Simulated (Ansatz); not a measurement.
# RbCuF3 (cubic perovskite) (Pm-3m): how robust is the cRPA U?

What does U in RbCuF3 (cubic perovskite) (Pm-3m) depend on besides the window?

Main program and level: Ansatz 0.2.0; constrained RPA on LDA, plane waves, PAW.

The structure was built from a prototype and need not be the compound's stable phase.

## 1. Starting point

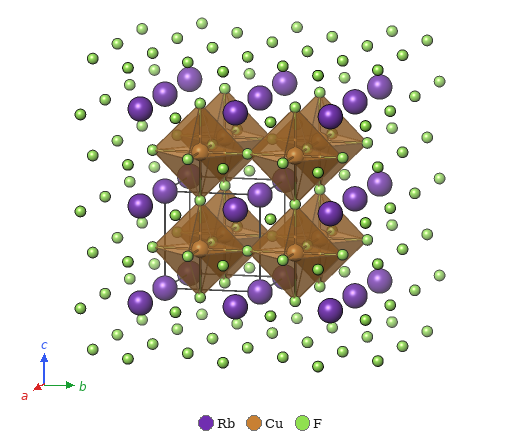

Start, viewed slightly off an axis; rubidium purple, copper orange, fluorine green. 2×2×2 cells are drawn. Some periodic images of atoms are drawn too.

The structure was relaxed with LDA. The structure type comes from a generator and need not be one that this composition takes. The structure was generated from a model, not taken from a measurement. The runs that relaxed it are not among those shown. The program's search for lower electronic states was switched off, so nothing shows that the state found is the lowest. The default PAW set here is soft_2. Its files were made with PBE.

## 2. Base: Cu d, bands v5 to v1, 4×4×4 mesh, medium accuracy

Constrained RPA screens the interaction with every transition except those inside the target bands, which a later many-body model would treat itself.

The input, input.yaml:

```yaml
crystal:
  lattice:
    - [0.0, -3.97978796, 0.0]
    - [0.0, 0.0, 3.97978796]
    - [-3.97978796, 0.0, 0.0]
  atoms:
    - { symbol: Rb, position: [0.0, 0.0, 0.0] }
    - { symbol: Cu, position: [0.5, 0.5, 0.5] }
    - { symbol: F, position: [0.5, 0.5, 0.0] }
    - { symbol: F, position: [0.5, 0.0, 0.5] }
    - { symbol: F, position: [0.0, 0.5, 0.5] }
kpoints:
  mp_grid: { grid: [6, 6, 6] }
hamiltonian:
  xc: lda
scf:
  occupations: { method: gaussian, width: 0.08 }
  n_extra_bands: 19
  max_iter: 150
  lower_state_search: "off"
output:
  crpa:
    kmesh: [4, 4, 4]
    target_bands: [v5, v1]
    projections: [{ species: Cu, l: d, shell: 3 }]
  local_orbitals:
    kmesh: [8, 8, 8]
    orbitals: [{ species: Cu, l: d, shell: 3 }]
    window: { bands: [v5, v1] }
    seedname: lo
```

Started as:

```bash
ansatz run input.yaml --threads 4 --pin off --max-ram 9216MiB --backend cpu --events-out ev --progress --plain --runs-dir out
```

Numbers of over 12 decimals in the logs are rounded to 6 here.

Output:

```text
scf.n_extra_bands = 19 over 25 filled bands (N_el = 49.0): the run solves 44 bands
Engine: ansatz 0.2.0, aarch64-unknown-linux-gnu
Pseudopotentials: kind: paw
Pseudopotential: Rb, paw, valence charge 9, recommended cutoff 420 eV (normal), Rb.paw.azcp
Pseudopotential: Cu, paw, valence charge 19, recommended cutoff 420 eV (normal), Cu.paw.azcp
Pseudopotential: F, paw, valence charge 7, recommended cutoff 420 eV (normal), F.paw.azcp
Functional definition: SPW92
  exchange = slater_x
  correlation = pw_c
Crystal: 5 atoms, lattice volume = 63.035 Å³
Basis set: ecut = 420 eV, 1237 PW (Γ)
Bands: 44, of which v1, the nominal top of the filled ones, is band 25 counted from 1 (24 counted from 0)
Symmetry: 48 space group operations
Space group: Pm-3m (ITA 221), of the structure as read, at distance tolerance 4.0e-5 Å
k-points: 20 of 216
Non-local potential: Rb, projectors of the file, l = 0: 3, l = 1: 2, l = 2: 2
Non-local potential: Cu, projectors of the file, l = 0: 3, l = 1: 2, l = 2: 3, l = 3: 1
Non-local potential: F, projectors of the file, l = 0: 2, l = 1: 2, l = 2: 1
PAW form: soft (Blöchl's): semilocal exchange-correlation on the pseudo side does not see the compensation charge
PAW frozen core: Rb, regenerated for the run's functional, and the local potential with it (the file was generated under x = pbe(κ = 0.804, μ = 0.219515), c = pbe(β = 0.066725))
PAW frozen core: Cu, regenerated for the run's functional, and the local potential with it (the file was generated under x = pbe(κ = 0.804, μ = 0.219515), c = pbe(β = 0.066725))
PAW frozen core: F, regenerated for the run's functional, and the local potential with it (the file was generated under x = pbe(κ = 0.804, μ = 0.219515), c = pbe(β = 0.066725))
PAW one-centre angular grid: Rb, 110 points (default); XC on 64 Gauss nodes
PAW one-centre angular grid: Cu, 590 points (default); XC on 64 Gauss nodes
PAW one-centre angular grid: F, 110 points (default); XC on 64 Gauss nodes
Initial density: superposition of atomic densities (neutral atoms: chi_scale 0, normalization atom), corrected by the library's trained network
Initial wavefunctions: pseudopotential atomic-orbital guess
Functional: x = slater, c = lda
SCF iter   1: F=—  HF=-12110.007980 eV  |F-HF|=—  |Δ(HF+E_count)|=         —  Δρ=2.25e-2  dr2=2.09e-1  ethr=1.77e-3  ⟨swp⟩=6.1  Hψ=4146  notcnv=0  defer=161
preconditioner: auto → LDOS  [metal: Δε(μ)=0.010 eV  Ē_g=22.479 eV  σ=0.080 eV  W_gap=0.07  n_scr=18 (ndim 8)  ℏωp=29.9 eV  f_vac=0.030  D(μ)=4.02/eV (n_scr^D=32)  β→1.0]
SCF iter   2: F=—  HF=-12110.068699 eV  |F-HF|=—  |Δ(HF+E_count)|=   6.07e-2  Δρ=3.16e-2  dr2=3.19e-1  ethr=4.26e-4  ⟨swp⟩=2.0  Hψ=1663  notcnv=0  defer=255
[...]
NSCF: frozen V_eff on 38 k-points
NSCF: frozen V_eff on 10 k-points
[...]
cRPA screening: q 1/64
cRPA screening: q 2/64
cRPA screening: q 8/64 (q-point 3)
cRPA screening: q 11/64 (q-point 6)
cRPA screening: q 23/64 (q-point 7)
cRPA screening: q 35/64 (q-point 11)
cRPA screening: q 38/64 (q-point 22)
cRPA screening: q 46/64 (q-point 23)
cRPA screening: q 58/64 (q-point 27)
cRPA screening: q 64/64 (q-point 43)
SCF converged after 8 iterations
Free energy (F): -12109.942340 eV
Harris-Foulkes:  -12109.942340 eV  (|F-HF|=3.27e-8)
Internal energy: -12109.929413 eV  (E = F + TS)
E sigma→0 (E₀):  -12109.935876 eV
Entropy (-TS):   -0.012927 eV (-2.585 meV/atom)
Fermi energy:    7.255071 eV
--- Per-component energies (eV) ---
  E_band       = -609.940062
  E_kinetic    = 1107.260195
  E_local      = -7774.430319  (includes V_loc(G=0)·N_el)
  E_nonlocal   = 802.964294
  E_hartree    = 3250.722800
  E_xc         = -451.980186
  E_vxc        = -554.606249  (∫ρ·V_xc dr)
  E_paw        = -4679.388410  (= ΣΔE_a)
  E_vpaw       = -692.573543  (= ΣTr[D̂ρ^β])
  E_aug_tail   = 0.006539  (compensation charges beyond the density's cutoff)
  E_ewald      = -4366.145001
  E_core_change = 1.060674  (= ΣΔE_core)
  E_smearing   = -0.012927  (= −TS)
  E_closure    = -0.000000  (closes the sum)
  Σ components = -12109.942340   (vs F -12109.942340, Δ=0.00e0)
--- Band table (eV; the first three rows and the last of 20) ---
  k-point 0: bands = [... 21 lower, 5.1697, 5.1697, 5.5430, 5.5430, 10.9454, 14.2928, 14.2928, 16.8042, ... 15 higher]
  k-point 1: bands = [... 21 lower, 5.3933, 5.3933, 5.5435, 5.9377, 11.5037, 14.5761, 14.7161, 16.9884, ... 15 higher]
  k-point 2: bands = [... 21 lower, 5.5444, 5.7255, 5.7255, 6.4274, 12.8484, 15.1848, 15.2343, 17.6368, ... 15 higher]
  k-point 19: bands = [... 21 lower, 6.1345, 6.1345, 7.8244, 7.8244, 14.5218, 14.5218, 14.5218, 17.4569, ... 15 higher]
--- cRPA (band scheme, projected local orbitals): target bands 21..25 (1-based), 5 Wannier function(s), 4×4×4 mesh, 50 bands' worth read of 55 solved, ecut_chi 136.0 eV, v(q+G=0) probe_charge, pair densities all_electron ---
  bands read: the sum over 50 bands ends inside a degenerate multiplet in 1 slot, whose members it reads at an even weight; the widest, k=42: bands 49 to 51 (counted from 1) at 2/3 each
  χ-basis size per q: N_G = 208..251
  window electrons = 9.0000, filled by tetrahedron_uncorrected; constrained ε̄⁻¹(q = 0, 0) head = 0.403396; min gauge Gram eig = 0.6104
  Kanamori averages over each shell's own Wannier functions (sites counted from 0, functions from 1):
    Site 1, 3D, 5 of 5 d orbitals (Wannier functions 1, 2, 3, 4, 5; wannier90's mr 1, 2, 3, 4, 5):
      screened: U = 7.9847 eV, U' = 6.7458 eV, J = 0.6053 eV
      screened d-shell averages: U_bar = F0 = 6.9936 eV, J_bar = 0.8531 eV
      screened, to within: U = 2.2e-2 eV, U' = 2.2e-2 eV, J = 9.4e-4 eV
      screened d-shell averages, to within: U_bar = 2.0e-2 eV, J_bar = 1.4e-3 eV
      bare: V = 22.2760 eV, V' = 20.7482 eV, J = 0.7293 eV
      bare d-shell averages: V_bar = F0 = 21.0537 eV, J_bar = 1.0348 eV
  Hermiticity witness max|P − P†| over intra, direct and exchange elements: 1.42e-14 eV (screened), 3.55e-15 eV (bare)
  Reality witness max|Im| over intra, direct and exchange elements: 4.31e-19 eV (screened), 3.76e-19 eV (bare)
```

Wall time 78 s (4 threads of Arm Neoverse V1, shared host); peak memory 0.58 GiB; 4.7 min of CPU time.

Numbers from this step:

- U: 7.985 eV
- U prime (inter-orbital): 6.746 eV
- J: 0.6053 eV
- bare V: 22.28 eV
- bare J: 0.7293 eV
- stated bound on U: 0.02131 eV
- U over bare V: 0.3584
- electrons in the window: 9.000
- head of the constrained inverse dielectric matrix: 0.4034
- least eigenvalue of the projection's overlap: 0.6104
- target functions: 5
- bands in the sums: 50
- r.m.s. miss of the model bands: 5.36e-4 eV
- width of the target bands: 2.655 eV
- weight of the projected orbitals in the window: 0.8046

On the Cu d shell, screening brings the on-site interaction from 22.3 eV down to U = 7.98 eV.

## 3. Changed: 6×6×6 mesh

input.yaml: that of step 2 with these lines changed.

```diff
@@ -22,9 +22,4 @@
   crpa:
-    kmesh: [4, 4, 4]
+    kmesh: [6, 6, 6]
     target_bands: [v5, v1]
     projections: [{ species: Cu, l: d, shell: 3 }]
-  local_orbitals:
-    kmesh: [8, 8, 8]
-    orbitals: [{ species: Cu, l: d, shell: 3 }]
-    window: { bands: [v5, v1] }
-    seedname: lo
```

Output:

```text
[...]
Crystal: 5 atoms, lattice volume = 63.035 Å³
Basis set: ecut = 420 eV, 1237 PW (Γ)
Bands: 44, of which v1, the nominal top of the filled ones, is band 25 counted from 1 (24 counted from 0)
Symmetry: 48 space group operations
[...]
k-points: 20 of 216
[...]
SCF iter   1: F=—  HF=-12110.007980 eV  |F-HF|=—  |Δ(HF+E_count)|=         —  Δρ=2.25e-2  dr2=2.09e-1  ethr=1.77e-3  ⟨swp⟩=6.1  Hψ=4146  notcnv=0  defer=161
[...]
SCF iter   8: F=-12109.942340 eV  HF=-12109.942340 eV  |F-HF|=3.27e-8  |Δ(HF+E_count)|=   6.97e-7  Δρ=1.62e-5  dr2=4.55e-8  ethr=2.04e-10  ⟨swp⟩=10.2  Hψ=4338  notcnv=0
SCF 1 converged in 8 iterations: F = -12109.942340 eV  dr2 = 4.55e-8
[...]
NSCF: frozen V_eff on 20 k-points
[...]
cRPA screening: q 1/216
cRPA screening: q 2/216
cRPA screening: q 8/216 (q-point 3)
cRPA screening: q 14/216 (q-point 4)
cRPA screening: q 17/216 (q-point 8)
[...]
E sigma→0 (E₀):  -12109.935876 eV
Entropy (-TS):   -0.012927 eV (-2.585 meV/atom)
Fermi energy:    7.255071 eV
[...]
--- Band table (eV; the first three rows and the last of 20) ---
  k-point 0: bands = [... 21 lower, 5.1697, 5.1697, 5.5430, 5.5430, 10.9454, 14.2928, 14.2928, 16.8042, ... 15 higher]
  k-point 1: bands = [... 21 lower, 5.3933, 5.3933, 5.5435, 5.9377, 11.5037, 14.5761, 14.7161, 16.9884, ... 15 higher]
  k-point 2: bands = [... 21 lower, 5.5444, 5.7255, 5.7255, 6.4274, 12.8484, 15.1848, 15.2343, 17.6368, ... 15 higher]
  k-point 19: bands = [... 21 lower, 6.1345, 6.1345, 7.8244, 7.8244, 14.5218, 14.5218, 14.5218, 17.4569, ... 15 higher]
[...]
χ-basis size per q: N_G = 208..251
[...]
screened: U = 8.0375 eV, U' = 6.8014 eV, J = 0.6036 eV
      screened d-shell averages: U_bar = F0 = 7.0487 eV, J_bar = 0.8508 eV
      screened, to within: U = 2.4e-2 eV, U' = 2.4e-2 eV, J = 9.4e-4 eV
      screened d-shell averages, to within: U_bar = 2.2e-2 eV, J_bar = 1.4e-3 eV
      bare: V = 22.2077 eV, V' = 20.6831 eV, J = 0.7271 eV
      bare d-shell averages: V_bar = F0 = 20.9880 eV, J_bar = 1.0320 eV
[...]
[key lines of the parts left out:]
SCF converged after 8 iterations
Free energy (F): -12109.942340 eV
```

Elapsed: 7.7 min, on 4 threads; peak memory 0.79 GiB; 29 min of CPU time.

Numbers from this step:

* U: 8.038 eV
* U prime (inter-orbital): 6.801 eV
* J: 0.6036 eV
* bare V: 22.21 eV
* bare J: 0.7271 eV
* stated bound on U: 0.02321 eV
* U over bare V: 0.3619
* electrons in the window: 9.000
* head of the constrained inverse dielectric matrix: 0.4068
* least eigenvalue of the projection's overlap: 0.6104
* target functions: 5
* bands in the sums: 50
* width of the target bands: 2.655 eV
* weight of the projected orbitals in the window: 0.8046

On the Cu d shell, screening brings the on-site interaction from 22.2 eV down to U = 8.04 eV.

## 4. Changed: 2×2×2 mesh

input.yaml: that of step 3 with these lines changed.

```diff
@@ -22,3 +22,3 @@
   crpa:
-    kmesh: [6, 6, 6]
+    kmesh: [2, 2, 2]
     target_bands: [v5, v1]
```

Output:

```text
[...]
Crystal: 5 atoms, lattice volume = 63.035 Å³
Basis set: ecut = 420 eV, 1237 PW (Γ)
Bands: 44, of which v1, the nominal top of the filled ones, is band 25 counted from 1 (24 counted from 0)
Symmetry: 48 space group operations
[...]
k-points: 20 of 216
[...]
χ-basis size per q: N_G = 208..251
[...]
screened: U = 8.6011 eV, U' = 7.3072 eV, J = 0.6346 eV
      screened d-shell averages: U_bar = F0 = 7.5660 eV, J_bar = 0.8933 eV
      screened, to within: U = 1.9e-2 eV, U' = 1.9e-2 eV, J = 1.1e-3 eV
      screened d-shell averages, to within: U_bar = 1.7e-2 eV, J_bar = 1.5e-3 eV
      bare: V = 23.1683 eV, V' = 21.5882 eV, J = 0.7617 eV
      bare d-shell averages: V_bar = F0 = 21.9042 eV, J_bar = 1.0778 eV
[...]
[key lines of the parts left out:]
SCF converged after 8 iterations
Free energy (F): -12109.942340 eV
Fermi energy:    7.255071 eV
```

Run time: 12 s. Hardware: 4 threads; peak memory 0.5 GiB.

Numbers from this step:

```yaml
u: 8.601 eV
u_prime_inter_orbital: 7.307 eV
j: 0.6346 eV
bare_v: 23.17 eV
bare_j: 0.7617 eV
stated_bound_on_u: 0.01806 eV
u_over_bare_v: 0.3712
electrons_in_the_window: 9.000
head_of_the_constrained_inverse_dielectric_matrix: 0.3897
least_eigenvalue_of_the_projection_s_overlap: 0.6104
target_functions: 5
bands_in_the_sums: 50
width_of_the_target_bands: 2.655 eV
weight_of_the_projected_orbitals_in_the_window: 0.8046
```

On the Cu d shell, screening brings the on-site interaction from 23.2 eV down to U = 8.60 eV.

## 5. Changed: accuracy low

input.yaml: that of step 4 with these lines changed.

```diff
@@ -22,4 +22,5 @@
   crpa:
-    kmesh: [2, 2, 2]
+    kmesh: [4, 4, 4]
     target_bands: [v5, v1]
     projections: [{ species: Cu, l: d, shell: 3 }]
+    accuracy: low
```

Output:

```text
[...]
Crystal: 5 atoms, lattice volume = 63.035 Å³
Basis set: ecut = 420 eV, 1237 PW (Γ)
Bands: 44, of which v1, the nominal top of the filled ones, is band 25 counted from 1 (24 counted from 0)
Symmetry: 48 space group operations
[...]
k-points: 20 of 216
[...]
χ-basis size per q: N_G = 208..251
[...]
screened: U = 7.9812 eV, U' = 6.7425 eV, J = 0.6051 eV
      screened d-shell averages: U_bar = F0 = 6.9903 eV, J_bar = 0.8528 eV
      screened, to within: U = 8.1e-2 eV, U' = 8.1e-2 eV, J = 7.7e-3 eV
      screened d-shell averages, to within: U_bar = 6.8e-2 eV, J_bar = 1.1e-2 eV
      bare: V = 22.2760 eV, V' = 20.7482 eV, J = 0.7293 eV
      bare d-shell averages: V_bar = F0 = 21.0537 eV, J_bar = 1.0348 eV
[...]
[key lines of the parts left out:]
SCF converged after 8 iterations
Free energy (F): -12109.942340 eV
Fermi energy:    7.255071 eV
```

It took 64 s on 4 threads; peak memory 0.54 GiB; 3.8 min of CPU time.

This step gave:

* U: 7.981 eV
* U prime (inter-orbital): 6.743 eV
* J: 0.6051 eV
* bare V: 22.28 eV
* bare J: 0.7293 eV
* stated bound on U: 0.08024 eV
* U over bare V: 0.3583
* electrons in the window: 9.000
* head of the constrained inverse dielectric matrix: 0.4034
* least eigenvalue of the projection's overlap: 0.6104
* target functions: 5
* bands in the sums: 50
* width of the target bands: 2.655 eV
* weight of the projected orbitals in the window: 0.8046

On the Cu d shell, screening brings the on-site interaction from 22.3 eV down to U = 7.98 eV.

## 6. Changed: sums over states on smooth products

input.yaml: that of step 5 with these lines changed.

```diff
@@ -25,2 +25,5 @@
     projections: [{ species: Cu, l: d, shell: 3 }]
-    accuracy: low
+    accuracy: sum_over_states
+    pair_densities: pseudo
+    n_empty_bands: 50
+    ecut_chi: 136
```

Output:

```text
[...]
Crystal: 5 atoms, lattice volume = 63.035 Å³
Basis set: ecut = 420 eV, 1237 PW (Γ)
Bands: 44, of which v1, the nominal top of the filled ones, is band 25 counted from 1 (24 counted from 0)
Symmetry: 48 space group operations
[...]
k-points: 20 of 216
[...]
χ-basis size per q: N_G = 208..251
[...]
U and J over all bands: no bound (output.crpa.accuracy: sum_over_states); those below are of the sums over the bands read on the sphere of ecut_chi alone
[...]
screened: U = 8.8569 eV, U' = 7.4069 eV, J = 0.7096 eV
      screened d-shell averages: U_bar = F0 = 7.6969 eV, J_bar = 0.9996 eV
      bare: V = 22.2760 eV, V' = 20.7482 eV, J = 0.7293 eV
      bare d-shell averages: V_bar = F0 = 21.0537 eV, J_bar = 1.0348 eV
[...]
[key lines of the parts left out:]
SCF converged after 8 iterations
Free energy (F): -12109.942340 eV
Fermi energy:    7.255071 eV
```

Wall time 7 s (4 threads); peak memory 0.47 GiB; 25 s of CPU time.

This variant gives U = 8.86 eV against 7.98 eV. It is a finite sum over empty states with no bound on its error and stays out of the table below.

(Continued in part 2 of 2.)

[Paths, hosts, dates, memory and timing lines, banners, echoed tables and standing remarks are left out of the program output.]

[Logs are printed without paths, hosts, clocks, repeated set-up lines and the standing remarks that a program may print on its own settings, such as how far it seeks lower states.]

[Runs of the session that timed out or met a known fault of the program may be left out.]

[Hosts, paths, dates, database ids (printed as entryN), source tags and the programs' standing remarks are cut or masked in the printed files.]
